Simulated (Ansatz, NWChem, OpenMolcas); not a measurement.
**How methods differ on SnNH4F (SMILES [NH2][SnH2][F])**

SnNH4F: 7 atoms, total charge 0, spin state singlet. As SMILES, `[NH2][SnH2][F]`. Geometry: relaxed at PBE0-D4/def2-TZVP. This is one conformer, not always the lowest.

```xyz
7

N    -0.8246    0.0883   -0.9430
Sn    0.4977   -0.0651    0.5429
F     0.2339   -1.8275    1.2724
H    -1.5842    0.7414   -0.8296
H    -0.4695    0.1255   -1.8857
H     0.1131    0.9711    1.8338
H     2.0949   -0.1018   -0.0366
```

Quantity: the vertical ionisation energy (to the doublet cation), in eV. The values are calculated.

```tsv
level	kind	program	value (eV)	less CCSD(T)/def2-SVP	CPU time (all runs)
HF/def2-SVP (core potential)	Hartree–Fock	Ansatz	8.62	-1.04	7.3 s
SVWN5/def2-SVP (core potential)	LDA	Ansatz	9.93	+0.27	11 s
PBE/def2-SVP (core potential)	GGA	OpenMolcas	9.69	+0.03	2.2 min
r2SCAN/def2-SVP (core potential)	meta-GGA	OpenMolcas	9.71	+0.05	84 s
B3LYP/def2-SVP (core potential)	global hybrid	NWChem	9.85	+0.19	84 s
M06-2X/def2-SVP (core potential)	hybrid meta-GGA	OpenMolcas	10.01	+0.35	74 s
wB97X/def2-SVP (core potential)	range-separated hybrid	Ansatz	9.93	+0.27	62 s
RPA@PBE0/def2-SVP (core potential)	RPA	Ansatz	9.74	+0.08	28 s
BCCD(T)/def2-SVP (core potential)	coupled cluster or CI	Ansatz	9.66	0.00	84 s
CCSD(T)/def2-SVP (core potential), open shells restricted	coupled cluster or CI	OpenMolcas	9.66	0.00	99 s
```

Differences are taken from CCSD(T)/def2-SVP (core potential), open shells restricted for orientation; it has basis-set and higher-order errors of its own. Spin-orbit coupling is left out. The values span 8.62 to 10.01 eV. In the correlated wave-function rows the outer d shell of Sn is correlated, in sets not made for it. The second state's dipole differs much between rows, so they may not all be the same state. Times are those of the runs behind each value, whatever else they computed, on shared processors of several kinds: orders of magnitude only.

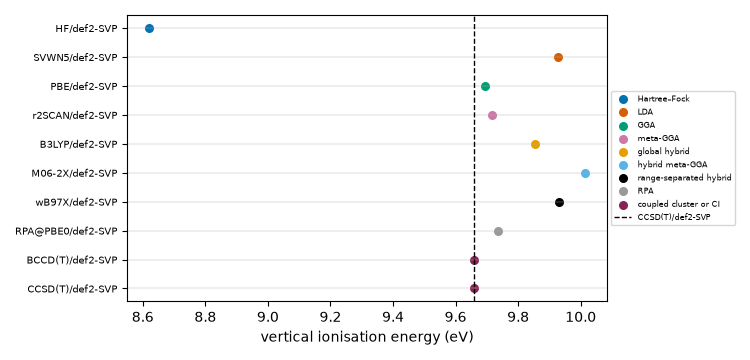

The values of the table, level by level.
